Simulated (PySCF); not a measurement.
C4H8BNO (SMILES C=C/C=C/OBN)

```xyz
15

C    -3.4112   -0.2989   -0.6306
C    -2.3180    0.3120   -0.1835
C    -0.9953   -0.2558   -0.2621
C     0.0944    0.3701    0.1901
O     1.3259   -0.1836    0.1051
B     2.4651    0.3933    0.5370
N     3.7242   -0.3294    0.3768
H    -3.3655   -1.2742   -1.0862
H    -4.3858    0.1513   -0.5576
H    -2.3885    1.2918    0.2706
H    -0.8971   -1.2342   -0.7108
H     0.0453    1.3543    0.6482
H     2.4540    1.4647    1.0374
H     3.9291   -0.5410   -0.5920
H     3.7234   -1.2204    0.8577
```

Geometry: GFN2-xTB.

These are results of PBE0/pcSseg-1, SCF density, gas phase, non-relativistic in PySCF, not measurements.

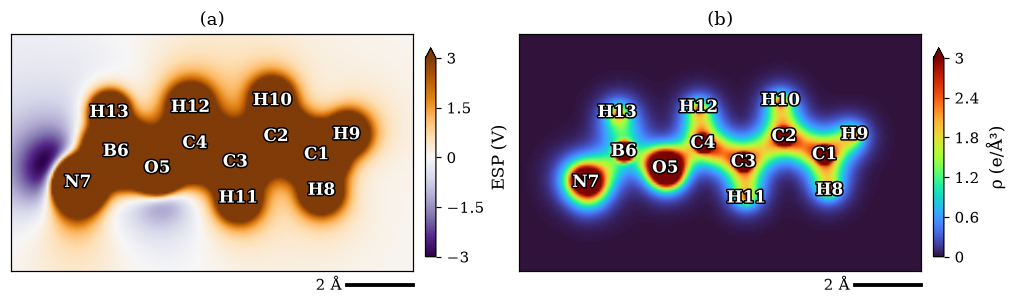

Figure 1. (a) electrostatic potential; (b) total electron density on the plane of atoms O5, B6 and H13.

Read the bonding off the picture.

The section cuts through C, O, B, N and H sites. C–C (1.33 Å): ρ is about 2.3 e/Å³ halfway. B–O (1.35 Å): ρ at the midpoint is about 2.2 e/Å³. C–O (1.35 Å): ρ is about 2.3 e/Å³ halfway, with its minimum of 2 e/Å³ about 0.5 Å from C. B–N (1.46 Å): ρ at the midpoint is about 1.8 e/Å³. C–C (1.44 Å): ρ at the midpoint is about 1.9 e/Å³. Outside the dense part of the molecule the potential is most negative (−3.0 V) near N7.

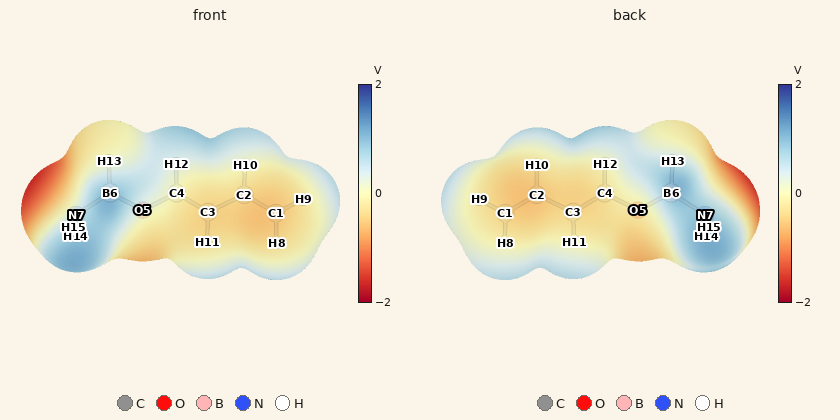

Figure 2. The molecular electrostatic potential painted on the density surface at 0.001 e/bohr³, seen from the front and from behind; red is negative and blue positive.

Which sites attract a positive test charge, and which a negative one?

A positive charge is drawn to the negative regions and a negative charge to the positive ones. The most negative region (about −1.6 V) lies over N7, the most positive (about +1.1 V) over B6, H14 and H15. N7 is the likeliest acceptor of a hydrogen bond.

How polar is the molecule by this calculation?

Its dipole moment is 1.05 D.
